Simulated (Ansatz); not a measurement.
# Ligand exchange: NaF + GaH2(SH) → NaSH + GaH2F

Species: NaF, singlet; GaH2(SH), singlet; NaSH `[Na][SH]`, singlet; GaH2F `[F][GaH2]`, singlet. The partners trade F for SH: Na–F and Ga–SH bonds give way to Na–SH and Ga–F.

Shapes, held fixed at every level: PBE0-D4/def2-TZVP. Programs: Ansatz 0.2.0. The zero-point and thermal change to 298 K, harmonic and unscaled (PBE0-D4/def2-TZVP), is -2.4 kJ/mol.

```json
{"level": "SPW92/def2-TZVPP", "kind": "LDA", "ΔH(298 K) (kJ/mol)": "+10.3", "less CCSD(T)/def2-TZVPP": "+9.2"}
{"level": "wB97M-V/def2-TZVPP", "kind": "range-separated hybrid", "ΔH(298 K) (kJ/mol)": "+1.6", "less CCSD(T)/def2-TZVPP": "+0.5"}
{"level": "wB97X-V/def2-TZVPP", "kind": "range-separated hybrid", "ΔH(298 K) (kJ/mol)": "+3.7", "less CCSD(T)/def2-TZVPP": "+2.6"}
{"level": "B2PLYP/def2-TZVPP", "kind": "double hybrid", "ΔH(298 K) (kJ/mol)": "+2.3", "less CCSD(T)/def2-TZVPP": "+1.2"}
{"level": "MP2/def2-SVP", "kind": "perturbation theory", "ΔH(298 K) (kJ/mol)": "+0.2", "less CCSD(T)/def2-TZVPP": "-0.9"}
{"level": "CCSD(T)/def2-SVP", "kind": "coupled cluster or CI", "ΔH(298 K) (kJ/mol)": "+0.3", "less CCSD(T)/def2-TZVPP": "-0.8"}
{"level": "CCSD/def2-TZVPP", "kind": "coupled cluster or CI", "ΔH(298 K) (kJ/mol)": "-0.3", "less CCSD(T)/def2-TZVPP": "-1.4"}
{"level": "CCSD(T)/def2-TZVPP", "kind": "coupled cluster or CI", "ΔH(298 K) (kJ/mol)": "+1.1", "less CCSD(T)/def2-TZVPP": "0.0"}
```

The highest level, CCSD(T)/def2-TZVPP, gives ΔH(298 K) = +1.1 kJ/mol; the levels span -0.3 to +10.3. That is about zero within the method's error. They disagree on the sign: 7 of 8 are positive. The column of differences is taken from that level and isn't an error. No measured value is set beside it here. Relativity is left out for Ga unless named. Correlated rows may include outer-core shells of Ga, Na, which these sets cover unevenly.

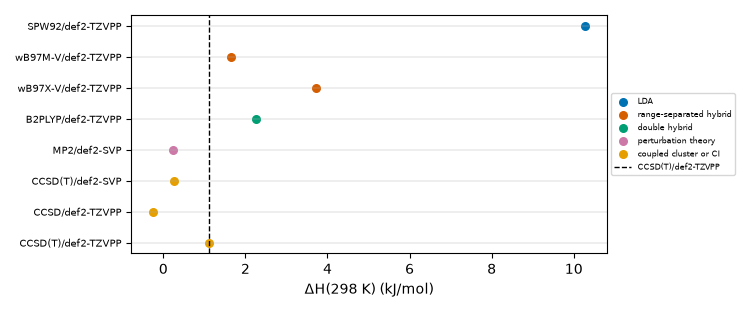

The values of the table, level by level.
